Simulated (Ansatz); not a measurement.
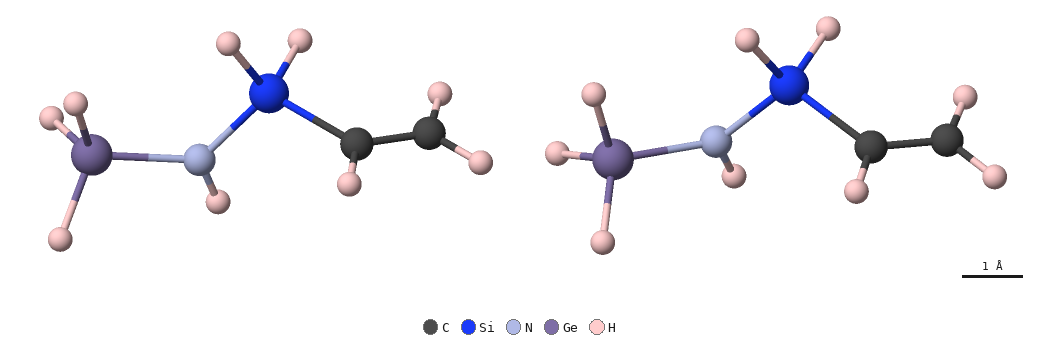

Two geometries of C2H9GeNSi, drawn at one scale. One is the start of a relaxation, the other its converged end. Style: ball-and-stick. Shown at a tilt.

The calculation used RKS PBE0-D4/def2-TZVP (Ansatz 0.2.0). (force threshold 0.005 eV/Å; at most 150 steps)

**Which one is relaxed?**

The left one is the relaxed one. The start comes from PBE-D4/def2-SVP. After 34 accepted moves (35 points after the start) the energy has fallen by 6.84 kJ/mol. The largest force component goes from 0.62 to 0.0031 eV/Å. The line search rejected the trial step at point 19 of the run. An H atom moves most after the best rigid fit: 0.65 Å. Largest moves by element: H 0.65 Å, N 0.42 Å, Si 0.14 Å, C 0.14 Å, Ge 0.10 Å. Some distances before and after: N–Si 1.750 → 1.719 Å, C–Si 1.880 → 1.858 Å, Ge–H 1.559 → 1.539 Å, C–H 1.105 → 1.087 Å. Among the angles between lasting bonds that change: N–Ge–H 111.9° → 108.5°, N–Ge–H 109.2° → 111.7°, N–Si–H 111.7° → 113.9°. Groups turn about Ge–N by about 30°. The run took about 70 s of wall time on a shared GPU.
